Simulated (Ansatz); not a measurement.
Fields on a plane of AlAs (zinc blende)

```
CELL_PARAMETERS angstrom
      0.00000     2.83733     2.83733
      2.83733     0.00000     2.83733
      2.83733     2.83733     0.00000
ATOMIC_POSITIONS crystal
  As 0.75000 0.75000 0.75000
  Al 0.00000 0.00000 0.00000
```

The slice is a {110} plane (indices of the conventional cell) through the point (0.000, 0.000, 0.000) (fractional), spanned by u = [100] and v = [1 -1 -1] in vectors of this cell: u (4.01 Å) and v (5.67 Å, at 90° to u). It covers one period; positions are fractions (u, v).

Atoms on it: As at (0.50, 0.25); Al at (0.00, 0.00).

All values below come from PBEsol (plane waves to 420 eV, PAW, scalar-relativistic; Ansatz, a first-principles code). k mesh 10×10×10. Inside the PAW spheres the values are not all-electron values, and peaks at nuclei hang on which shells count as valence. AlAs was relaxed with its symmetry unable to fall.

```
|xxxx0033444433333344443300xx|
|0000112222111111111122221100|
|3333332211000000000011223333|
|4433332211000000000011223333|
|2222221100000000000000112222|
|1111000000000000000000000011|
|0000000000000000000000000000|
|0000000000000011000000000000|
|0000000000113333331100000000|
|0000001122445566554422110000|
|0000002244667777776644220000|
|0000114466666666666666441100|
|0011335566665544556666553311|
|112255666655xxxxxx5566665522|
|224477777744xxxxxx4477777744|
|446688888866xxxxxx6688888866|
|3366999988775544557788999966|
|0022999999887766778899999922|
|xxxx4499998877777788999944xx|
|xxxx0066777766666677776600xx|
```
Scale: ten equal steps from 0.01 (start of '0') to 0.92 (end of '9'), in the order '0123456789'. Values: electron localisation function (ELF). The map has 14 points along u (two characters each, u = 0 at the left) and 20 along v (v = 0 in the bottom row). Points within 0.5 Å of a nucleus are blanked (x), as the pseudised field means little there.

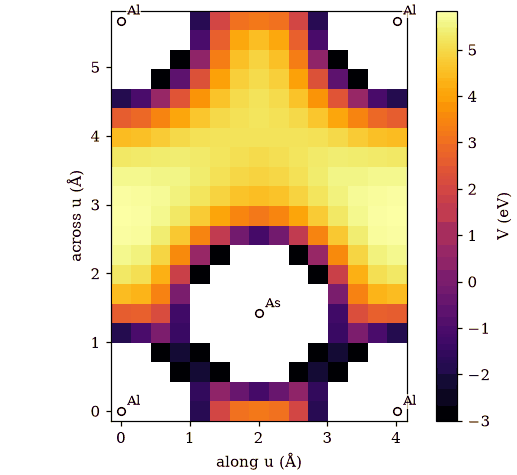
*Electrostatic potential energy of an electron, from the cell's mean, in eV, one period of the plane, atoms marked. Points within 1 Å of a nucleus are left white, as the pseudised field means little there. Values under -3 eV are set to -3. The zero, the cell's mean, hangs on the PAW cores.*

The density on the As–Al line (2.46 Å) at its midpoint comes out as 0.47 e/Å³ and the ELF at that point is 0.9. ELF maximum in the middle third of the As–Al line: 0.92, 1.5 Å from As.
